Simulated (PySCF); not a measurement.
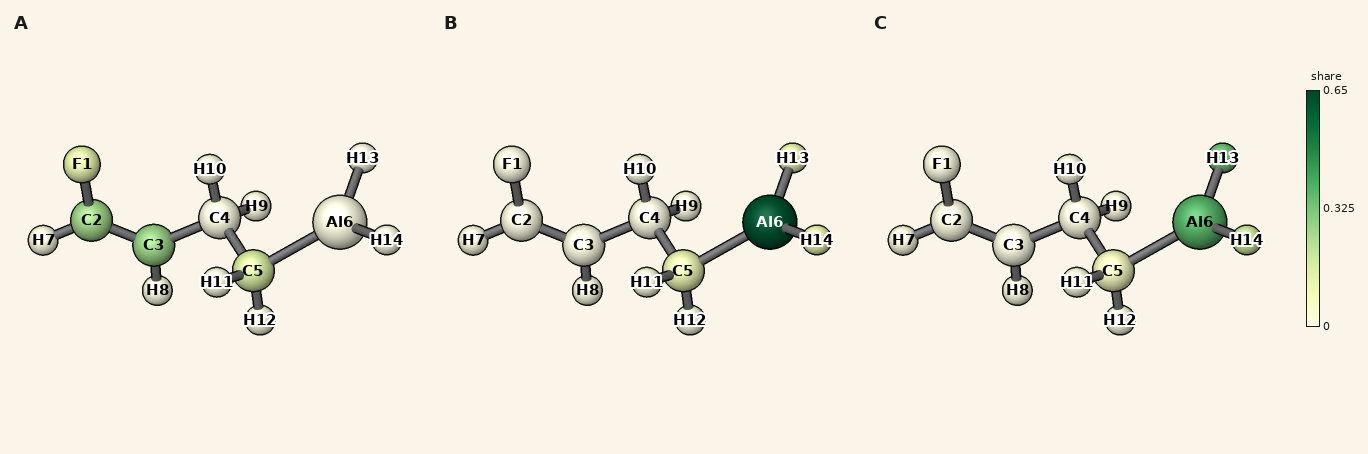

Each panel colours the atoms by their Löwdin share in one orbital (up to four of the largest shares; other atoms are shown as zero). The geometry was computed by an optimisation with GFN2-xTB. No frequency run is at hand to confirm it as a minimum. Level of theory: ωB97X-D/def2-SVPD (PySCF 2.14.0).

The panels show the HOMO−2, HOMO, LUMO, in some order. Which is which?

Answer. A: HOMO, −8.99 eV; C3 0.27, C2 0.26, C5 0.15, F1 0.11
B: LUMO, 0.26 eV; Al6 0.62, H14 0.10, H13 0.10, C5 0.10
C: HOMO−2, −10.30 eV; Al6 0.37, H13 0.33, H14 0.18, C5 0.06

The geometry is semi-empirical. Around Al such bond lengths and angles can be off by a tenth of an ångström or more and by several degrees, and values that hang on the shape move with them.
